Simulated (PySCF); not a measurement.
| atom | x (Å) | y (Å) | z (Å) |
| --- | --- | --- | --- |
| As | 0.0000 | 0.0000 | -0.0206 |
| H | 0.0000 | 0.0000 | 1.5324 |

Level of theory: PySCF, PBE0/def2-SVPD, non-relativistic Hamiltonian with scalar-relativistic core potentials where named, at a bond length of 1.553 Å.

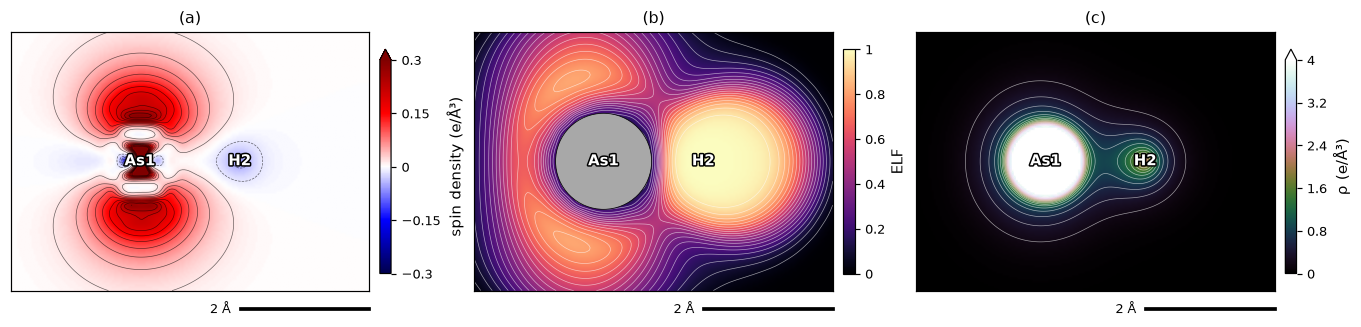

AsH (charge −1, doublet). (a) spin density (α minus β); (b) electron localisation function; (c) total electron density on a plane that holds the molecular axis. Grey discs cover the atomic cores in the ELF map.

> What do the fields say about this system?

- The plane passes through As and H nuclei.
- As–H (1.55 Å): ρ at the midpoint is about 0.99 e/Å³; the ELF climbs to about 1 towards the hydrogen, as it does in any bond to H.
- The ELF also peaks beside As1, away from the bonds: non-bonding electrons, paired or unpaired.
- The unpaired spin (1 electron) lies mostly on As1 (about 1.0), in electrons by Hirshfeld's partition.
